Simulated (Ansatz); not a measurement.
Start from SnO in the litharge type structure (space group P4/nmm, No. 129; a = 3.7927 Å, c = 4.7644 Å; layered, stacked along the Cartesian z axis). Axes: x, y, z lie along a, b, c of the conventional cell.

It is then changed as follows: tensile biaxial strain of 1.21 % in the plane normal to [001], as in epitaxy on a mismatched substrate; the out-of-plane cell vector and the atoms relax.

Level of theory: r2SCAN+rVV10 (Ansatz, a program for electronic structure; PAW; 500 eV plane waves; no spin-orbit coupling), earlier PAW set.

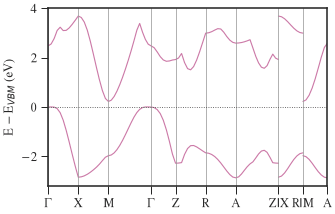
Figure: Highest valence and lowest conduction band along the path of the changed cell's own zone

Question: Read the changed gap and its character from the plot.

Answer: About 0.2 eV, indirect, Γ → M.

Stability against distortions was not tested. All final runs are without spin polarisation.
